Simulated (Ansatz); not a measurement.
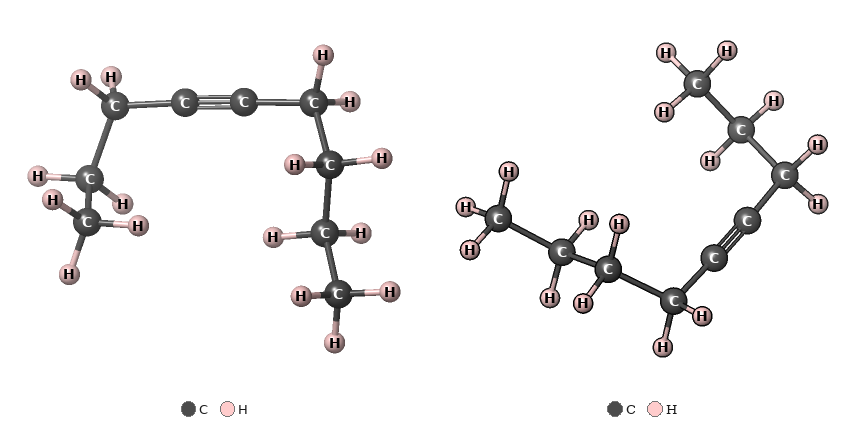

The same structure drawn twice, from different directions.

Computed geometry: PBE-D4/def2-SVP optimisation. No frequency run is at hand to confirm it as a minimum.

Identify the structure.

The molecule is C9H16. Its SMILES string is `CCCC#CCCCC`. It has no ring. Among its groups: alkyne. The point group is C1. Coordination: 7 C tetrahedral; 2 C linear.
